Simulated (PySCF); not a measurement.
# triplet CH7AlN2: levels of theory compared

We compute a comparison of 5 runs (UBLYP/def2-SVP, UPBE/def2-SVP, USVWN5/def2-SVP, UTPSS/def2-SVP, UCCSD(T)/def2-SVP) of triplet CH7AlN2. The job is set up through a Python script.

Program for the calculation: PySCF 2.14.0.

### Step 1. The structure to begin with

CH7AlN2: 11 atoms, total charge 0, spin state triplet. As SMILES of the parent species, `[CH3][Al]([NH2])[NH2]`. The coordinates come from a PBE0-D4/def2-TZVP relaxation. That shape belongs to the parent species and isn't relaxed for this state.

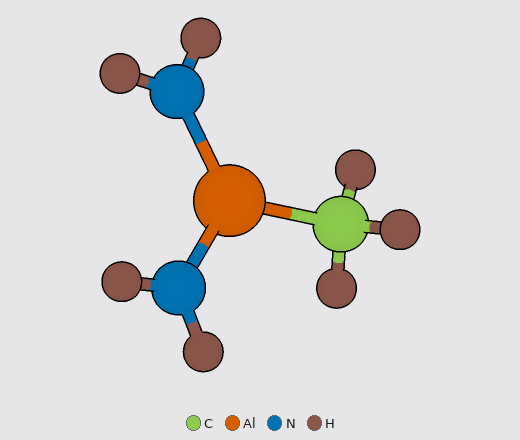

Viewed from a chosen angle; carbon green, aluminium orange, nitrogen blue, hydrogen brown.

### Step 2. The energy at UBLYP/def2-SVP (run 1)

Input file job.py:

```python
from pyscf import gto, dft

system = gto.M(
    atom=[
    ('C', (-1.231900, 1.187500, -0.192100)),
    ('Al', (0.166900, -0.152400, 0.024300)),
    ('N', (0.532900, -0.828100, 1.622700)),
    ('N', (1.097300, -0.731900, -1.369600)),
    ('H', (-1.193100, 1.666000, -1.174300)),
    ('H', (-1.154700, 1.976000, 0.562100)),
    ('H', (-2.226500, 0.743100, -0.086400)),
    ('H', (1.225500, -1.529600, 1.825100)),
    ('H', (0.061500, -0.557300, 2.469700)),
    ('H', (0.960800, -0.405300, -2.311700)),
    ('H', (1.826800, -1.425000, -1.349100)),
],
    spin=2,
    max_memory=1860,
    basis='def2-svp',
    verbose=4,
)

mf = dft.UKS(system, xc='blyp')
mf.conv_tol = 1e-10
mf.grids.level = 5
mf.kernel()
if not mf.converged:
    mf = mf.newton().run(mf.mo_coeff, mf.mo_occ)

e_tot = mf.e_tot
print(f'total energy: {e_tot:.8f} hartree')
```

The run is started by

```bash
$ OMP_NUM_THREADS=1 python job.py
```

The log of the run:

```text
PySCF version 2.14.0

[... 68 lines left out ...]
[... the frontier-level lines of each cycle are left out ...]
[... 11 lines left out ...]
[... 11 lines left out ...]
[... 11 lines left out ...]
[... 11 lines left out ...]
[... 11 lines left out ...]
[... 11 lines left out ...]
[... 5 lines left out ...]

cycle= 15 E= -393.882510570663  delta_E= -3.09e-08  |g|= 5.65e-05  |ddm|= 0.000328


cycle= 16 E= -393.882510572595  delta_E= -1.93e-09  |g|= 1.92e-05  |ddm|= 0.000122


cycle= 17 E= -393.88251057286  delta_E= -2.65e-10  |g|= 4.18e-06  |ddm|= 5.89e-05


cycle= 18 E= -393.88251057287  delta_E= -1.02e-11  |g|= 2e-06  |ddm|= 2.21e-05


Extra cycle  E= -393.88251057234  delta_E= 5.3e-10  |g|= 2.7e-05  |ddm|= 5.49e-05
converged SCF energy = -393.88251057234  <S^2> = 2.0049987  2S+1 = 3.0033306
total energy: -393.88251057 hartree
```

Wall time 67 s (1 thread of Arm Neoverse V1, shared host); peak memory 0.51 GiB.

### Step 3. A single-point energy at UPBE/def2-SVP (run 2)

Input file job.py:

```python
from pyscf import gto, dft

system = gto.M(
    atom='''
C     -2.327954     2.244050    -0.363016
Al     0.315395    -0.287994     0.045920
N      1.007035    -1.564882     3.066459
N      2.073596    -1.383091    -2.588169
H     -2.254632     3.148284    -2.219105
H     -2.182067     3.734099     1.062215
H     -4.207475     1.404255    -0.163272
H      2.315859    -2.890525     3.448939
H      0.116218    -1.053144     4.667057
H      1.815649    -0.765906    -4.368480
H      3.452152    -2.692860    -2.549430
''',
    unit='bohr',
    max_memory=1860,
    spin=2,
    charge=0,
    verbose=3,
    basis='def2-svp',
)

mf = dft.UKS(system)
mf.xc = 'pbe'
mf.conv_tol = 1e-10
mf.grids.level = 5
mf.kernel()
if not mf.converged:
    mf = mf.newton().run(mf.mo_coeff, mf.mo_occ)

energy = mf.e_tot
print('E(%s) = %.9f' % ('PBE', energy))
```

The run is started by

```bash
$ OMP_NUM_THREADS=1 python job.py
```

The log of the run:

```text
WARN: HOMO -0.0585678453264937 >= LUMO -0.31339858744115

WARN: HOMO -0.00492803006981113 >= LUMO -0.108533695292121

WARN: HOMO -0.0327404796279196 >= LUMO -0.17043643795397

WARN: HOMO -0.0354035075943022 >= LUMO -0.219006247669463

WARN: HOMO -0.0380777102522707 >= LUMO -0.209277443933861

WARN: HOMO -0.0381891828968777 >= LUMO -0.225702487282945

WARN: HOMO -0.03773779037417 >= LUMO -0.225175008559181

WARN: HOMO -0.037925284092013 >= LUMO -0.225187626805043

WARN: HOMO -0.037955138669735 >= LUMO -0.225241992140849

WARN: HOMO -0.0379794911792417 >= LUMO -0.225336555991116

WARN: HOMO -0.0379699461308429 >= LUMO -0.225291511326249

WARN: HOMO -0.0380038653377026 >= LUMO -0.22537946375218

WARN: HOMO -0.0379843540161224 >= LUMO -0.225274821791707

WARN: HOMO -0.037984523361223 >= LUMO -0.225277140242931

WARN: HOMO -0.0379847946148577 >= LUMO -0.22527661406089

WARN: HOMO -0.0379851058637497 >= LUMO -0.225276940986664

WARN: HOMO -0.0379845360862801 >= LUMO -0.225275557335756

WARN: HOMO -0.0379848090130541 >= LUMO -0.225275973925281

WARN: HOMO -0.0379848096376101 >= LUMO -0.225276007470452

WARN: HOMO -0.0379847889316296 >= LUMO -0.225275964468783

converged SCF energy = -393.61674025286  <S^2> = 2.0037078  2S+1 = 3.0024708
E(PBE) = -393.616740253
```

Run time: 71 s. Hardware: 1 thread of Arm Neoverse V1, shared host; peak memory 0.51 GiB.

Runs 3 to 4 aren't shown in full; the table further down has their settings and results.

### Step 4. A single-point energy at UCCSD(T)/def2-SVP (run 5)

Input file run.py:

```python
from pyscf import gto, cc

molecule = gto.Mole()
molecule.atom = '''
C     -2.327954     2.244050    -0.363016
Al     0.315395    -0.287994     0.045920
N      1.007035    -1.564882     3.066459
N      2.073596    -1.383091    -2.588169
H     -2.254632     3.148284    -2.219105
H     -2.182067     3.734099     1.062215
H     -4.207475     1.404255    -0.163272
H      2.315859    -2.890525     3.448939
H      0.116218    -1.053144     4.667057
H      1.815649    -0.765906    -4.368480
H      3.452152    -2.692860    -2.549430
'''
molecule.basis = 'def2-svp'
molecule.unit = 'bohr'
molecule.verbose = 3
molecule.max_memory = 1860
molecule.spin = 2
molecule.build()

mf = molecule.UHF()
mf.conv_tol = 1e-10
mf.kernel()
if not mf.converged:
    mf = mf.newton().run(mf.mo_coeff, mf.mo_occ)

mycc = cc.CCSD(mf, frozen=8)
mycc.kernel()
e_t = mycc.ccsd_t()
energy = mycc.e_tot + e_t
print('Final energy', energy)
```

The run is started by

```bash
$ OMP_NUM_THREADS=1 python run.py
```

The log of the run:

```text
WARN: HOMO 0.0253086479878695 >= LUMO -0.296079556038741

WARN: HOMO -0.0791195263264255 >= LUMO -0.103848709227632

converged SCF energy = -392.422662260191  <S^2> = 2.1270981  2S+1 = 3.0835681
E(UCCSD) = -393.0311672605206  E_corr = -0.6085050003298433
UCCSD(T) correction = -0.0230930473128298
Final energy -393.05426030783343
```

Wall time 6 min (1 thread of Arm Neoverse V1, shared host); peak memory 2.5 GiB.

### Step 5. Overview of the runs

| run | level | integration grid | frozen core orbitals | energy (Eh) | dipole moment (D) of the reference | HOMO energy (eV) | ⟨S²⟩ | wall time |
| --- | --- | --- | --- | --- | --- | --- | --- | --- |
| 1 | UBLYP/def2-SVP | 5 | – | -393.882511 | 1.61 | -0.88 | 2.005 | 67 s |
| 2 | UPBE/def2-SVP | 5 | – | -393.616740 | 1.57 | -1.03 | 2.004 | 71 s |
| 3 | USVWN5/def2-SVP | 5 | – | -391.596274 | 1.55 | -1.13 | 2.003 | 41 s |
| 4 | UTPSS/def2-SVP | 5 | – | -393.989908 | 1.65 | -0.94 | 2.006 | 2.6 min |
| 5 | UCCSD(T)/def2-SVP | – | 8 | -393.054260 | 1.48 | -2.22 | 2.127 | 6 min |

### Step 6. What came out

| quantity | value |
| --- | --- |
| run 5: total energy | -393.05426 Eh |
| run 5: dipole moment (Hartree–Fock density) | 1.48 D |
| run 5: HOMO energy (Hartree–Fock orbitals) (highest over α and β) | -2.22 eV |
| run 5: LUMO energy (Hartree–Fock orbitals) (lowest over α and β) | -1.19 eV |
| run 5: correlation energy (8 core orbitals frozen) | -631.6 mEh |
| run 5: (T) correction | -23.09 mEh |
| run 5: ⟨S²⟩ of the reference determinant | 2.127 |
| run 5: T1 diagnostic | 0.028 |

What this shows: Over runs 1, 2, 3, 4 the dipole moment (its size) runs from 1.55 D (USVWN5/def2-SVP) to 1.65 D (UTPSS/def2-SVP). Totals of different functionals can't be ranked against each other. Spin contamination of the reference: run 5 ⟨S²⟩ = 2.13. All runs together took 12 min, the longest 6 min.
